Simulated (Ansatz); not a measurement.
# Calculations on ZrH₄O₂Cl₂

**1. Relaxation**

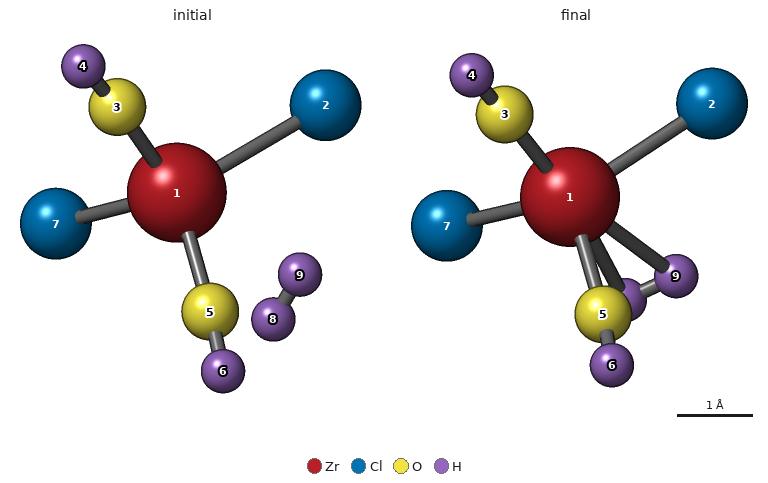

The structure of ZrH4O2Cl2 before (left) and after (right) a relaxation, at one scale.

Style: ball-and-stick. Shown from a free direction.

The run prepares an end point of a later path (reaction) calculation, from a guessed geometry.

Theory: Ansatz 0.2.0, RKS LDA/def2-SVP. (no spin polarisation; force threshold 0.03 eV/Å; at most 50 steps)

Question: What changed between the two?

Answer: The energy falls by 0.205 eV in 8 accepted moves (9 points after the start). Largest force component: 1.5 eV/Å at the start, 0.0064 eV/Å at the end. The line search rejected the trial step at point 3 of the run. The largest move after the best rigid fit is that of H8, 0.54 Å. By element the largest moves are H 0.54 Å, Zr 0.19 Å, O 0.18 Å, Cl 0.17 Å. Near-neighbour distances that change, for instance: Zr1–H8 3.048 → 2.426 Å, Zr1–H9 2.801 → 2.426 Å, Zr1–Cl2 2.476 → 2.366 Å, H8–H9 0.731 → 0.793 Å. New bonds form, among them: Zr1–H8 (3.05 → 2.43 Å). Among the angles between lasting bonds that change: Zr1–O5–H6 175.0° → 164.9°, Cl2–Zr1–Cl7 114.6° → 119.4°, Cl2–Zr1–O3 106.1° → 102.9°.

Limits of the set-up: the start holds two separate molecules, 2.6 Å apart at their closest, whose relative position is a soft coordinate and is computed without a dispersion correction.

**2. Relaxation**

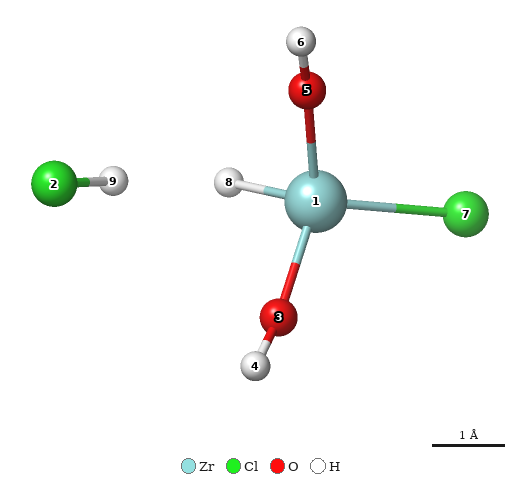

This is the input geometry for a relaxation of ZrH$_{4}$O$_{2}$Cl$_{2}$. A ball-and-stick model, seen face on.

The run prepares an end point of a later path (reaction) calculation, from a guessed geometry.

Method: RKS LDA/def2-SVP in Ansatz 0.2.0.

Input file:
```yaml
crystal:
  periodic: [false, false, false]
  atoms:
    - { symbol: Zr, position_ang: [-0.61907, -0.513237, -0.55925] }
    - { symbol: Cl, position_ang: [-0.05876, 0.910723, 2.825322] }
    - { symbol: O, position_ang: [1.230396, -0.683219, -0.209155] }
    - { symbol: H, position_ang: [2.169542, -0.520451, -0.025831] }
    - { symbol: O, position_ang: [-1.276505, 1.245967, -0.762582] }
    - { symbol: H, position_ang: [-1.442516, 2.195442, -0.873274] }
    - { symbol: Cl, position_ang: [-1.296411, -1.894257, -2.322892] }
    - { symbol: H, position_ang: [-1.467055, -1.175831, 0.956783] }
    - { symbol: H, position_ang: [-0.78792, -0.092336, 2.293678] }
basis:
  gaussian: { orbitals: def2-SVP }
hamiltonian:
  xc: lda
relax:
  f_tol: 0.03
  max_steps: 50
```

Run as
```bash
ansatz run input.yaml --threads 4 --pin off --max-ram 5120MiB --backend cpu --events-out ev --progress --plain --runs-dir out
```

Where does the relaxation end?

Answer. The atom that moves furthest after the best rigid fit is Cl7 (1.61 Å). Largest moves by element: Cl 1.61 Å, H 1.52 Å, Zr 0.90 Å, O 0.65 Å. Near-neighbour distances that change, for instance: Zr1–Cl2 3.714 → 2.366 Å, Cl2–H9 1.349 → 2.607 Å, H8–H9 1.850 → 0.793 Å, Zr1–H8 1.859 → 2.424 Å. New bonds form, among them: H8–H9 (1.85 → 0.79 Å), Zr1–Cl2 (3.71 → 2.37 Å). Bonds break, among them: Cl2–H9 (1.35 → 2.61 Å). Bond angles that change, for instance: O5–Zr1–H8 105.1° → 168.9°, Cl7–Zr1–H8 105.8° → 66.0°, O3–Zr1–H8 105.3° → 79.9°. The energy falls by 41.7 kcal/mol in 22 accepted moves (24 points after the start). Largest force component: 0.52 eV/Å at the start, 0.005 eV/Å at the end. The line search rejected the trial steps at points 13, 20 of the run. Cost: 22 s on 4 threads of Arm Neoverse V2 (shared host), peak memory 0.17 GiB.

Final geometry:

```xyz
9

Zr   -0.6388    0.1394    0.0570
Cl   -1.2036    0.9812    2.1949
O     1.1906   -0.3463   -0.0518
H     2.1353   -0.3961   -0.2628
O    -0.8524    1.6471   -1.0562
H    -0.9048    2.4197   -1.6388
Cl   -2.0419   -1.4707   -0.9612
H    -0.6961   -1.9895    1.2143
H    -0.5367   -1.5121    1.8274
```

The end point in the same view:

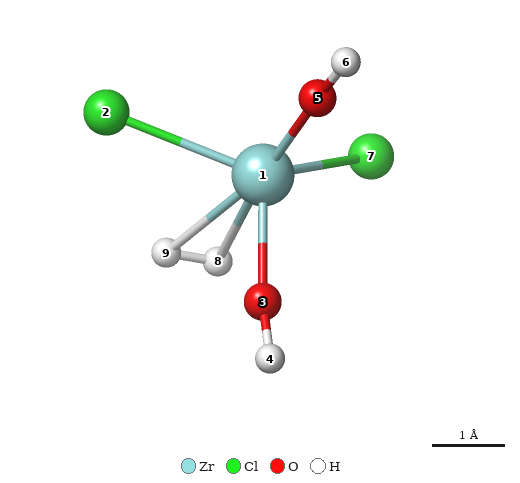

**3. Path**

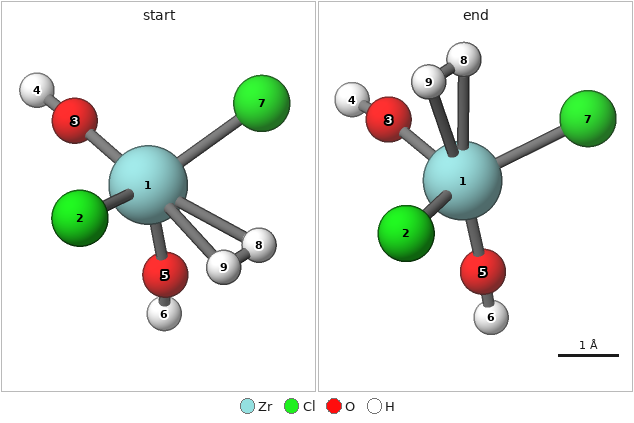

The two relaxed end points of a path for ZrH$_{4}$O$_{2}$Cl$_{2}$. Style: ball-and-stick. Shown from a free direction.

Level of theory: RKS LDA/def2-SVP in Ansatz 0.2.0.

Run with 7 movable images; climbing image; force threshold 0.03 eV/Å; iteration limit 60.

Start:
```xyz
9

Zr   -0.1266   -0.2479    0.1676
Cl    0.3121    0.0187    2.4774
O     1.6010   -0.2719   -0.5895
H     2.4738   -0.2335   -1.0088
O    -1.0037    1.2651   -0.5646
H    -1.2295    2.0668   -1.0603
Cl   -1.0713   -2.2741   -0.6072
H    -2.3870   -0.6466    0.9540
H    -2.1171   -0.2036    1.5542
```

End:
```xyz
9

Zr   -0.6251    0.1644    0.0832
Cl   -0.8935    1.0168    2.2741
O     1.1270   -0.4983   -0.2087
H     2.0371   -0.6376   -0.5117
O    -0.7922    1.7071   -0.9893
H    -0.8225    2.4920   -1.5566
Cl   -2.2749   -1.2785   -0.8079
H    -0.7847   -1.9702    1.2203
H    -0.5196   -1.5229    1.8194
```

Question: Predict the minimum-energy path and its barrier.

Answer: The two ends have the same energy, and the highest point, image 4, lies 0.218 eV above the start. No bond forms or breaks between the ends. Bond angles that change up to the highest image, for instance: O5–Zr1–H8 79.9° → 126.0°, O3–Zr1–H8 168.9° → 124.8°. The band converged in 15 iterations, with a climbing image at the top. At the top, the vibrational analysis gives one imaginary mode (145i cm⁻¹), as a transition state must have.

Energies of the converged images:

```json
{"image": "0", "path (Å)": "0.00", "E (eV)": "0.000"}
{"image": "1", "path (Å)": "0.55", "E (eV)": "0.037"}
{"image": "2", "path (Å)": "1.10", "E (eV)": "0.117"}
{"image": "3", "path (Å)": "1.66", "E (eV)": "0.190"}
{"image": "4", "path (Å)": "2.21", "E (eV)": "0.218"}
{"image": "5", "path (Å)": "2.75", "E (eV)": "0.185"}
{"image": "6", "path (Å)": "3.28", "E (eV)": "0.112"}
{"image": "7", "path (Å)": "3.82", "E (eV)": "0.035"}
{"image": "8", "path (Å)": "4.36", "E (eV)": "0.000"}
```

The geometry at the top of the path:

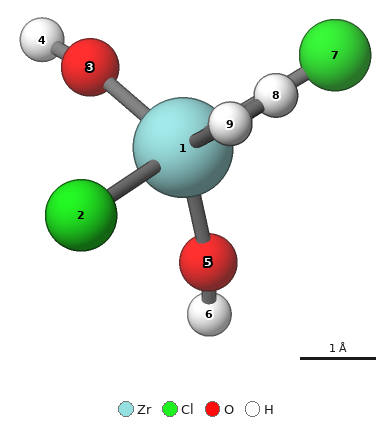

Cost: 88 s on 4 threads of Arm Neoverse V2, on a shared host, peak memory 0.17 GiB.
